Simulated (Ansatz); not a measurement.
**Lattice dynamics of (KF)1(LiCl)2 [001] superlattice, started as rocksalt type**

Aim: the vibrations of (KF)1(LiCl)2 [001] superlattice, started as rocksalt type, their spectra, and whether the structure is stable.

Calculated with Ansatz 0.2.0; DFT PBE, scalar-relativistic, plane waves, PAW.

The structure was built from a prototype and need not be the compound's stable phase.

### Step 1. The starting structure

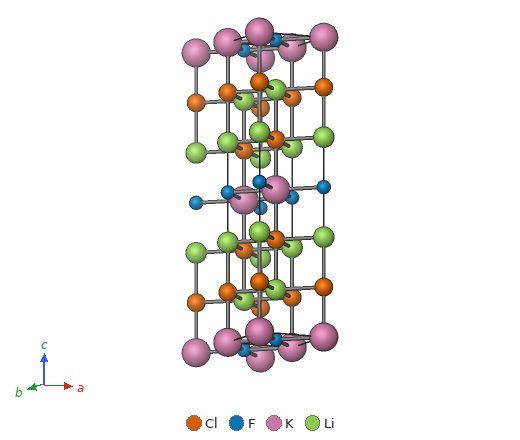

The cell as given, from a free direction (chlorine orange, fluorine blue, potassium pink, lithium green). 1×2×1 cells are drawn. This picture shows the conventional cell, with its axes. Some periodic images of atoms are drawn too.

### Step 2. Coarse relaxation

A rough relaxation comes first, because large forces or stress need no tight tolerances yet.

The input, input.yaml:

```yaml
crystal:
  lattice:
    - [2.605, 2.605, 0.0]
    - [-2.605, 2.605, 0.0]
    - [2.605, 0.0, 7.815]
  atoms:
    - { symbol: Cl, position: [0.833333, 0.166667, 0.333333] }
    - { symbol: Cl, position: [0.166667, 0.833333, 0.666667] }
    - { symbol: F, position: [0.5, 0.5, 0.0] }
    - { symbol: K, position: [0.0, 0.0, 0.0] }
    - { symbol: Li, position: [0.333333, 0.666667, 0.333333] }
    - { symbol: Li, position: [0.666667, 0.333333, 0.666667] }
kpoints:
  mp_grid: { grid: [6, 6, 6] }
hamiltonian:
  xc: pbe
scf:
  occupations: { method: gaussian, width: 0.1 }
output:
  forces: true
  stress: true
  eigenvalues: true
relax:
  adjacent_minimum: "off"
  f_tol: 0.05
  max_steps: 80
  cell: { stress_tol: 0.5 }
```

The run is started by

```bash
ansatz run input.yaml --threads 4 --pin off --max-ram 14336MiB --backend cpu --events-out ev --progress --plain --runs-dir out
```

Numbers of over 12 decimals in the logs are rounded to 6 here.

Output:

```text
[...]
cell:  # Å, volume = 116.9000 Å³
    - [2.569238, 2.569238, 0.0]
    - [-2.569238, 2.569238, 0.0]
    - [2.569238, 0, 8.854738]
  atoms:
    - { symbol: Cl, position: [0.823148, 0.176852, 0.353703] }
    - { symbol: Cl, position: [0.176852, 0.823148, 0.646297] }
    - { symbol: F, position: [0.5, 0.5, 0.0] }
    - { symbol: K, position: [0, 0, 0.0] }
    - { symbol: Li, position: [0.317543, 0.682457, 0.364913] }
    - { symbol: Li, position: [0.682457, 0.317543, 0.635087] }
[key lines of the parts left out:]
SCF converged after 5 iterations
Free energy (F): -4924.152896 eV
Fermi energy:    3.922123 eV
P = ⅓ Tr σ = 0.2208 GPa (2.208 kbar)
```

The job ended after 9.1 s (4 threads of Arm Neoverse V2, shared host; peak memory 0.45 GiB).

The steps of the relaxation:

| step | energy less that of the first step (eV) | largest force component (eV/Å) | pressure (GPa) | volume (Å³) |
| --- | --- | --- | --- | --- |
| 1 | 0.0000 | 1.6390 | 3.59 | 106.07 |
| 2 | -0.3796 | 0.1285 | 0.91 | 109.50 |
| 3 | -0.4170 | 0.0930 | 0.19 | 112.32 |
| 4 | -0.4529 | 0.1376 | -0.36 | 115.32 |
| 5 | -0.4672 | 0.0447 | -0.26 | 115.65 |
| 6* | -0.4904 | 0.0451 | 0.05 | 115.65 |
| 7 | -0.5020 | 0.0337 | 0.21 | 116.90 |
| 8* | -0.5034 | 0.0339 | 0.22 | 116.90 |

Relaxation steps marked * repeat the geometry before them on a plane-wave basis chosen anew for their cell, so energy and pressure can jump there.

Forces are held to the 16 operations that the run works with; a distortion that breaks them can't arise in this run.

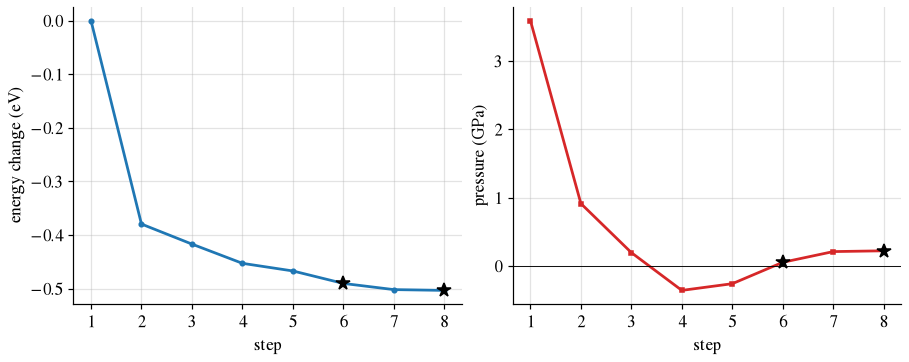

Energy and pressure along the relaxation. Stars mark steps on a basis chosen anew.

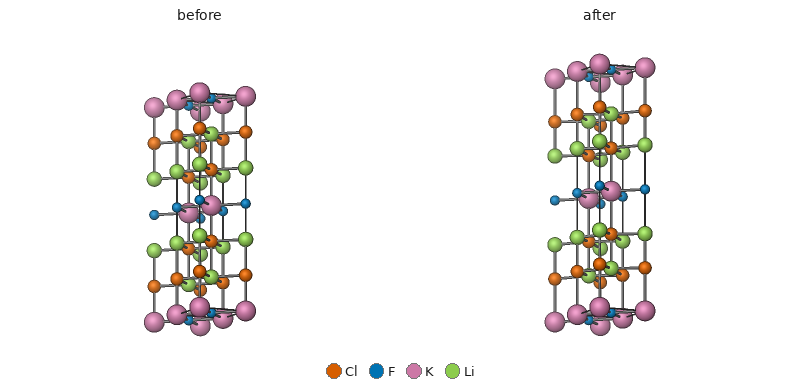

Before and after, at one scale.

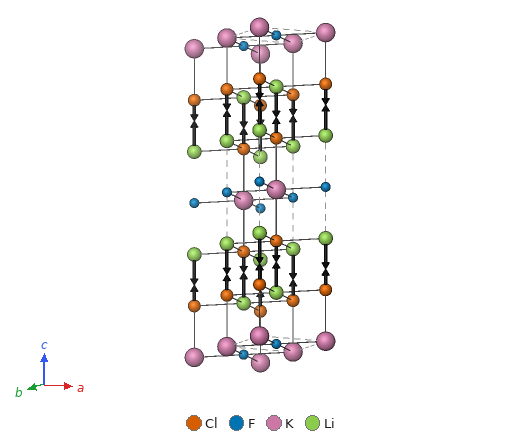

Displacements in the relaxation, exaggerated, measured against the changing cell; the longest in the cell stands for 0.28 Å. 1×2×1 conventional cells are drawn. Some periodic images of atoms are drawn too.

| cell as run | before | after | change |
| --- | --- | --- | --- |
| a (Å) | 3.684 | 3.633 | -1.4 % |
| b (Å) | 3.684 | 3.633 | -1.4 % |
| c (Å) | 8.238 | 9.220 | +11.9 % |
| α (°) | 102.92 | 101.36 | -1.5 % |
| β (°) | 77.08 | 78.64 | +2.0 % |
| volume (Å³/atom) | 17.68 | 19.48 | +10.2 % |

The atoms that moved most (Å, as changes of fractional coordinates times the final cell):

| atom | dx | dy | dz | length |
| --- | --- | --- | --- | --- |
| Li5 | 0.000 | 0.000 | 0.280 | 0.280 |
| Li6 | 0.000 | 0.000 | -0.280 | 0.280 |
| Cl1 | 0.000 | 0.000 | 0.180 | 0.180 |
| Cl2 | 0.000 | 0.000 | -0.180 | 0.180 |

Final coordinates:

```xyz
6
Lattice="2.5692 2.5692 0.0000 -2.5692 2.5692 0.0000 2.5692 0.0000 8.8547" Properties=species:S:1:pos:R:3 pbc="T T T"
Cl    2.5692    2.5692    3.1319
Cl    0.0000    2.5692    5.7228
F     0.0000    2.5692    0.0000
K     0.0000    0.0000    0.0000
Li    0.0000    2.5692    3.2312
Li    2.5692    2.5692    5.6235
```

This step gave:

| Property | Result |
| --- | --- |
| pressure | 0.2208 GPa |
| gap on the k-mesh | 5.189 eV |
| volume per atom | 19.48 Å³ |
| direct gap on mesh | 5.189 eV |

In this step the volume went from 17.68 to 19.48 Å³/atom.

### Step 3. Relaxation

Harmonic phonons are second derivatives at a point where the forces vanish, and they are wanted at zero stress, so atoms and cell are relaxed first.

The input, input.yaml:

```yaml
crystal:
  lattice:
    - [2.5692382815, 2.5692382815, 0.0]
    - [-2.5692382815, 2.5692382815, 0.0]
    - [2.5692382815, 0.0, 8.854737931]
  atoms:
    - { symbol: Cl, position: [0.8231483561, 0.1768516439, 0.3537032879] }
    - { symbol: Cl, position: [0.1768516439, 0.8231483561, 0.6462967121] }
    - { symbol: F, position: [0.5, 0.5, 0.0] }
    - { symbol: K, position: [0.0, 0.0, 0.0] }
    - { symbol: Li, position: [0.3175434107, 0.6824565893, 0.3649131787] }
    - { symbol: Li, position: [0.6824565893, 0.3175434107, 0.6350868213] }
kpoints:
  mp_grid: { grid: [6, 6, 6] }
hamiltonian:
  xc: pbe
scf:
  occupations: { method: gaussian, width: 0.02 }
output:
  forces: true
  stress: true
  eigenvalues: true
  write_density: true
  write_potential: true
  elf: true
  volumetric_format: npy
relax:
  adjacent_minimum: "off"
  f_tol: 0.005
  max_steps: 80
  cell: { stress_tol: 0.05 }
```

Output:

```text
[...]
Crystal: 6 atoms, lattice volume = 116.900 Å³
Basis set: ecut = 420 eV, 2297 PW (Γ), exchange–correlation on 50×50×128 points (8 copies of the dense FFT grid, shifted against one another)
Bands: 24, of which v1, the nominal top of the filled ones, is band 18 counted from 1 (17 counted from 0)
Symmetry: 16 space group operations
[...]
k-points: 30 of 216
[...]
SCF iter   1: F=—  HF=-4924.158615 eV  |F-HF|=—  |Δ(HF+E_count)|=         —  Δρ=2.24e-3  dr2=1.21e-2  ethr=1.77e-3  ⟨swp⟩=7.1  Hψ=3685  notcnv=0
[...]
SCF iter   7: F=-4924.152896 eV  HF=-4924.152896 eV  |F-HF|=8.91e-9  |Δ(HF+E_count)|=   9.82e-8  Δρ=2.73e-6  dr2=9.35e-9  ethr=2.78e-10  ⟨swp⟩=12.3  Hψ=4774  notcnv=0
SCF 1 converged in 7 iterations: F = -4924.152896 eV  dr2 = 9.35e-9
[...]
relax step   1: F+E_penalty+E_count = -4924.15289575 eV  Δ(F+E_penalty+E_count) = +0.000e0 eV  max|allowed force component| = 3.384e-2 eV/Å  Δτ_max = 0.0000 Å  P = +0.221 GPa  Ω = 116.900 Å³  (7 SCF iters, dr2 threshold 1.00e-7 eV, accepted)
Crystal: 6 atoms, lattice volume = 118.443 Å³
Basis set: ecut = 420 eV, 2329 PW (Γ), exchange–correlation on 50×50×128 points (8 copies of the dense FFT grid, shifted against one another)
[...]
SCF iter   5: F=-4924.152167 eV  HF=-4924.152167 eV  |F-HF|=1.56e-8  |Δ(HF+E_count)|=   5.67e-8  Δρ=1.21e-5  dr2=2.63e-7  ethr=1.12e-9  ⟨swp⟩=7.5  Hψ=5083  notcnv=0
SCF 2 converged in 5 iterations: F = -4924.152167 eV  dr2 = 2.63e-7
relax step   2: F+E_penalty+E_count = -4924.15216714 eV  Δ(F+E_penalty+E_count) = +7.286e-4 eV  max|allowed force component| = 8.045e-2 eV/Å  Δτ_max = 0.0298 Å  P = -0.005 GPa  Ω = 118.443 Å³  energy of the carried Pulay correction = -9.843e-4 eV  (5 SCF iters, dr2 threshold 4.04e-7 eV, accepted)
Crystal: 6 atoms, lattice volume = 118.110 Å³
Basis set: ecut = 420 eV, 2305 PW (Γ), exchange–correlation on 50×50×128 points (8 copies of the dense FFT grid, shifted against one another)
[...]
SCF iter   5: F=-4924.153966 eV  HF=-4924.153966 eV  |F-HF|=6.53e-8  |Δ(HF+E_count)|=   4.77e-7  Δρ=7.60e-6  dr2=1.38e-7  ethr=1.12e-9  ⟨swp⟩=6.3  Hψ=4477  notcnv=0
SCF 3 converged in 5 iterations: F = -4924.153966 eV  dr2 = 1.38e-7
relax step   3: F+E_penalty+E_count = -4924.15396578 eV  Δ(F+E_penalty+E_count) = -1.799e-3 eV  max|allowed force component| = 1.557e-2 eV/Å  Δτ_max = 0.0156 Å  P = +0.028 GPa  Ω = 118.110 Å³  energy of the carried Pulay correction = -7.730e-4 eV  (5 SCF iters, dr2 threshold 4.05e-7 eV, accepted)
[...]
relax step   4: F+E_penalty+E_count = -4924.15406216 eV  Δ(F+E_penalty+E_count) = -9.639e-5 eV  max|allowed force component| = 2.416e-3 eV/Å  Δτ_max = 0.0049 Å  P = +0.005 GPa  Ω = 118.286 Å³  energy of the carried Pulay correction = -8.848e-4 eV  (6 SCF iters, dr2 threshold 3.19e-8 eV, accepted)
[...]
relax step   5: F+E_penalty+E_count = -4924.15406093 eV  Δ(F+E_penalty+E_count) = +1.238e-6 eV  max|allowed force component| = 1.473e-3 eV/Å  Δτ_max = 0.0067 Å  P = +0.001 GPa  Ω = 118.516 Å³  energy of the carried Pulay correction = -1.031e-3 eV  (6 SCF iters, dr2 threshold 1.33e-8 eV, accepted)
[...]
relax step   6: F+E_penalty+E_count = -4924.15524994 eV  Δ(F+E_penalty+E_count) = -1.189e-3 eV  max|allowed force component| = 1.462e-3 eV/Å  Δτ_max = 0.0000 Å  P = +0.022 GPa  Ω = 118.516 Å³  stress off target by 5.02e-2 GPa  SCF on the basis re-selected at this cell (its energy is not comparable with the rows above)  (6 SCF iters)
[...]
relax step   7: F+E_penalty+E_count = -4924.15516408 eV  Δ(F+E_penalty+E_count) = +8.585e-5 eV  max|allowed force component| = 7.582e-4 eV/Å  Δτ_max = 0.0049 Å  P = +0.005 GPa  Ω = 118.743 Å³  energy of the carried Pulay correction = -1.463e-4 eV  (6 SCF iters, dr2 threshold 6.29e-9 eV, accepted)
[...]
SCF iter   1: F=—  HF=-4924.155292 eV  |F-HF|=—  |Δ(HF+E_count)|=         —  Δρ=1.92e-5  dr2=4.97e-8  ethr=2.43e-7  ⟨swp⟩=3.0  Hψ=5278  notcnv=0
eigensolver tolerance schedule: the retry pair's looser diagonalisation over-reported the residual by 1760.60 of it (diagonalisation noise at 0.16 of the residual, at the tolerance the schedule requests for it); recorded, not acted on — ethr = c·dr2/N_el stays at c = 1.0e-1
[...]
SCF iter   2: F=—  HF=-4924.155301 eV  |F-HF|=—  |Δ(HF+E_count)|=   8.41e-6  Δρ=9.62e-6  dr2=2.25e-8  ethr=1.38e-10  ⟨swp⟩=3.2  Hψ=1487  notcnv=0
[...]
SCF iter   5: F=-4924.155303 eV  HF=-4924.155303 eV  |F-HF|=3.18e-11  |Δ(HF+E_count)|=   4.48e-9  Δρ=2.30e-7  dr2=5.08e-11  ethr=1.00e-12  ⟨swp⟩=4.1  Hψ=3382  notcnv=0
SCF 8 converged in 5 iterations: F = -4924.155303 eV  dr2 = 5.08e-11
relax step   8: F+E_penalty+E_count = -4924.15530286 eV  Δ(F+E_penalty+E_count) = -1.388e-4 eV  max|allowed force component| = 7.553e-4 eV/Å  Δτ_max = 0.0000 Å  P = +0.006 GPa  Ω = 118.743 Å³  stress off target by 1.32e-2 GPa  SCF on the basis re-selected at this cell (its energy is not comparable with the rows above)  (5 SCF iters)
[...]
SCF converged after 5 iterations
Free energy (F): -4924.155303 eV
[...]
Internal energy: -4924.155303 eV  (E = F + TS)
E sigma→0 (E₀):  -4924.155303 eV
Fermi energy:    3.797851 eV
[...]
--- Forces (eV/Å), atoms counted from 1 ---
  atom   1  Cl    -0.00000000     0.00000000     0.00028816
  atom   2  Cl     0.00000000    -0.00000000    -0.00028816
  atom   3  F      0.00000000     0.00000000     0.00000000
  atom   4  K     -0.00000000    -0.00000000     0.00000000
  atom   5  Li    -0.00000000    -0.00000000     0.00075529
  atom   6  Li     0.00000000     0.00000000    -0.00075529
  max |Σ_I F_I| component: 1.08e-19 eV/Å
--- Stress (GPa, compression-positive) ---
        0.002610      -0.000000      -0.000000
       -0.000000       0.002610      -0.000000
       -0.000000      -0.000000       0.013247
  P = ⅓ Tr σ = 0.0062 GPa (0.062 kbar)
--- Band table (eV; the first three rows and the last of 30) ---
  k-point 0: bands = [... 14 lower, 0.2806, 0.9790, 1.2489, 1.2489, 6.3467, 8.0665, 9.3615, 9.7212, ... 2 higher]
  k-point 1: bands = [... 14 lower, 0.2801, 0.9605, 1.2488, 1.2488, 6.4448, 7.9197, 9.3280, 9.4671, ... 2 higher]
  k-point 2: bands = [... 14 lower, 0.2790, 0.9245, 1.2484, 1.2484, 6.7170, 7.5553, 9.2377, 9.2734, ... 2 higher]
  k-point 29: bands = [... 14 lower, -0.2299, 0.9816, 1.1606, 1.1619, 8.4135, 8.6436, 9.0001, 9.2478, ... 2 higher]
--- Relaxed structure (6 steps of the walk, 6 accepted, 2 SCFs on fresh bases) ---
[...]
cell:  # Å, volume = 118.7432 Å³
    - [2.569188, 2.569188, 0]
    - [-2.569188, 2.569188, 0]
    - [2.569188, 0, 8.994708]
  atoms:
    - { symbol: Cl, position: [0.822393, 0.177607, 0.355214] }
    - { symbol: Cl, position: [0.177607, 0.822393, 0.644786] }
    - { symbol: F, position: [0.500000, 0.500000, 0] }
    - { symbol: K, position: [0, 0, 0] }
    - { symbol: Li, position: [0.316381, 0.683619, 0.367238] }
    - { symbol: Li, position: [0.683619, 0.316381, 0.632762] }
```

The job ended after 9.8 s (4 threads; peak memory 0.46 GiB).

Relaxation path:

| step | energy less that of the first step (eV) | largest force component (eV/Å) | pressure (GPa) | volume (Å³) |
| --- | --- | --- | --- | --- |
| 1 | 0.0000 | 0.0338 | 0.22 | 116.90 |
| 2 | 0.0007 | 0.0804 | -0.01 | 118.44 |
| 3 | -0.0011 | 0.0156 | 0.03 | 118.11 |
| 4 | -0.0012 | 0.0024 | 0.01 | 118.29 |
| 5 | -0.0012 | 0.0015 | 0.00 | 118.52 |
| 6* | -0.0024 | 0.0015 | 0.02 | 118.52 |
| 7 | -0.0023 | 0.0008 | 0.00 | 118.74 |
| 8* | -0.0024 | 0.0008 | 0.01 | 118.74 |

Relaxation steps marked * repeat the geometry before them on a plane-wave basis chosen anew for their cell, so energy and pressure can jump there.

Forces are held to the 16 operations that the run works with; a distortion that breaks them can't arise in this run.

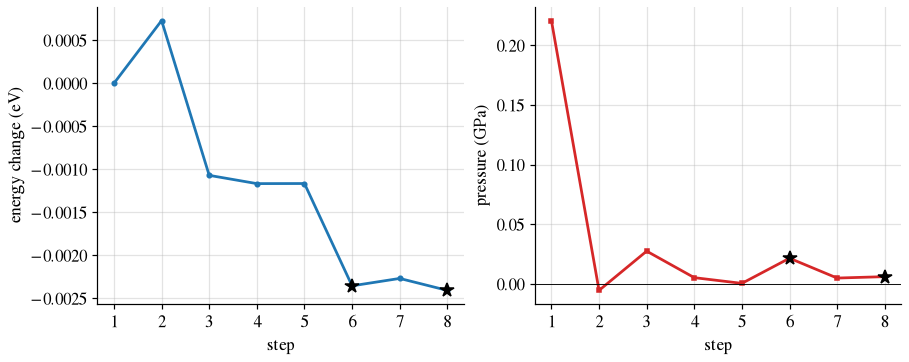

Energy and pressure along the relaxation. Stars mark steps on a basis chosen anew.

| conventional cell, symmetrised | before | after | change |
| --- | --- | --- | --- |
| a (Å) | 3.633 | 3.633 | -0.0 % |
| b (Å) | 3.633 | 3.633 | -0.0 % |
| c (Å) | 17.709 | 17.989 | +1.6 % |
| volume (Å³/atom) | 19.48 | 19.79 | +1.6 % |

The atoms that moved most (Å, as changes of fractional coordinates times the final cell):

| atom | dx | dy | dz | length |
| --- | --- | --- | --- | --- |
| Li6 | 0.000 | 0.000 | -0.021 | 0.021 |
| Li5 | 0.000 | 0.000 | 0.021 | 0.021 |
| Cl2 | 0.000 | 0.000 | -0.014 | 0.014 |
| Cl1 | 0.000 | 0.000 | 0.014 | 0.014 |

Final coordinates:

```xyz
6
Lattice="2.5692 2.5692 0.0000 -2.5692 2.5692 0.0000 2.5692 0.0000 8.9947" Properties=species:S:1:pos:R:3 pbc="T T T"
Cl    2.5692    2.5692    3.1950
Cl    0.0000    2.5692    5.7997
F     0.0000    2.5692    0.0000
K     0.0000    0.0000    0.0000
Li    0.0000    2.5692    3.3032
Li    2.5692    2.5692    5.6915
```

A gap read on the k-mesh alone can miss the band edges.

Numbers from this step:

```yaml
pressure: 0.006156 GPa
gap_on_the_k_mesh: 5.098 eV
volume_per_atom: 19.79 Å³
direct_gap_on_mesh: 5.098 eV
```

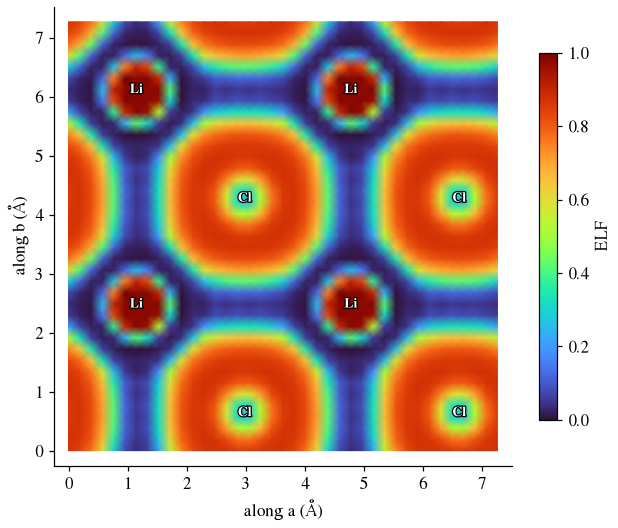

ELF in the ab plane of the cell as run, not the conventional one, at fractional z = 0.355, with atoms of Cl and Li within 0.2 Å of it. It is the smooth field of the valence electrons, not physical close to the nuclei.

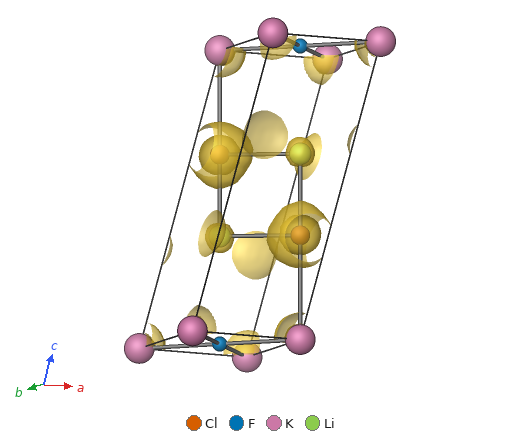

Surface of ELF = 0.85. Drawn on the cell as run, not the conventional one.

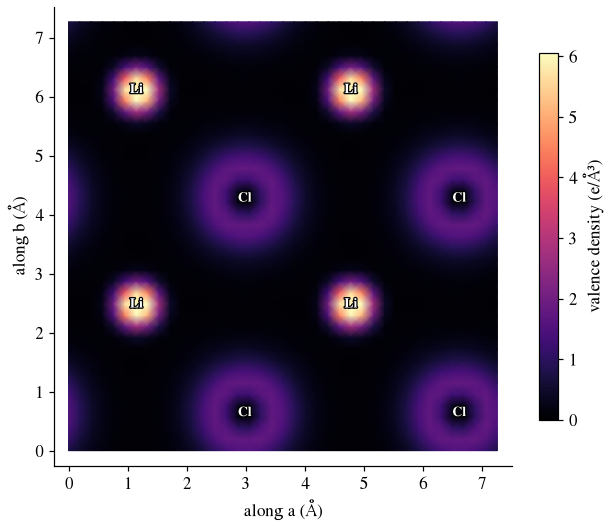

Valence density in the ab plane of the cell as run, not the conventional one, at fractional z = 0.355, with atoms of Cl and Li within 0.2 Å of it. It is the smooth field of the valence electrons, not physical close to the nuclei.

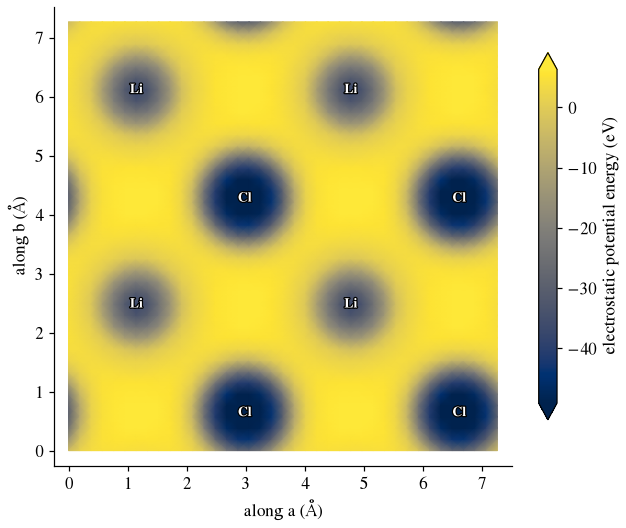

Electrostatic potential energy in the ab plane of the cell as run, not the conventional one, at fractional z = 0.355, with atoms of Cl and Li within 0.2 Å of it. With pseudopotentials it is smooth inside the atoms' cores, unlike the true potential.

In this step the volume went from 19.48 to 19.79 Å³/atom.

(Part 1 of 3 ends here.)

[Logs are printed without paths, hosts, clocks, repeated set-up lines and the standing remarks that a program may print on its own settings, such as how far it seeks lower states.]

[Hosts, paths, dates, database ids (printed as entryN), source tags and the programs' standing remarks are cut or masked in the printed files.]
